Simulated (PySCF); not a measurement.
```tsv
atom	x (Å)	y (Å)	z (Å)
Si	3.1207	0.0585	1.0591
O	1.5458	0.0338	0.6569
C	0.8637	-0.6179	-0.3062
C	-0.4616	-0.5415	-0.4255
C	-1.3285	0.2338	0.4688
C	-2.6713	-0.2732	0.7889
C	-2.6028	0.9058	-0.0626
H	3.9411	0.4983	-0.0730
H	3.0617	1.0202	2.1462
H	3.5687	-1.2761	1.4628
H	1.4561	-1.2069	-0.9960
H	-0.9404	-1.0954	-1.2186
H	-0.7864	0.7911	1.2237
H	-3.0903	-1.2319	0.5561
H	-2.8156	1.8795	0.3561
H	-2.8687	0.8308	-1.1132
```

Geometry: GFN2-xTB.

Theory: UKS B3LYP, pcH-1 on C H O Si, non-relativistic, mean-field spin-orbit, GIAO in PySCF.

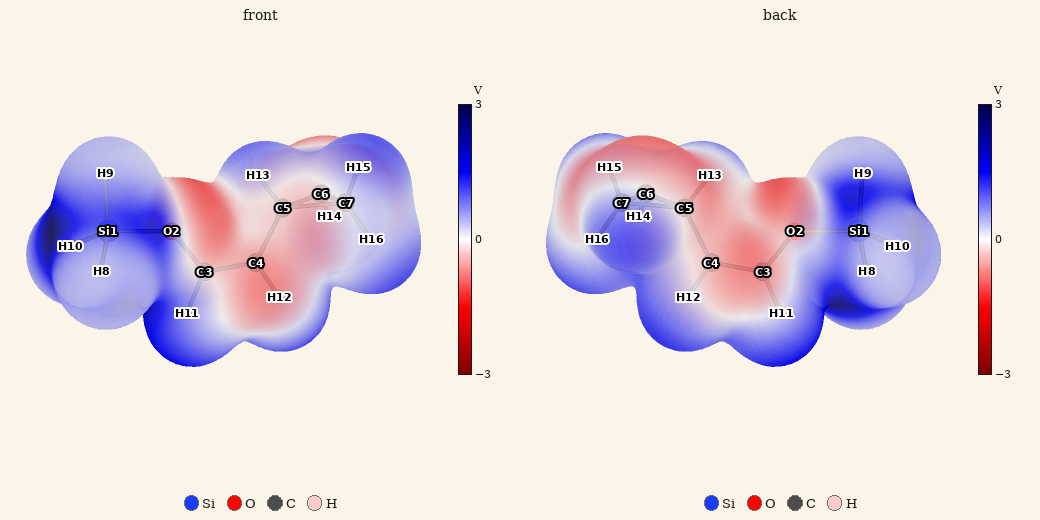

C5H9OSi (doublet). The electrostatic potential painted on the density surface at 0.004 e/bohr³, seen from the front and from behind; red is negative and blue positive.

### Describe the electrostatic potential map.

The most negative region (about −1.0 V) lies over O2, the most positive (about +2.8 V) over Si1.
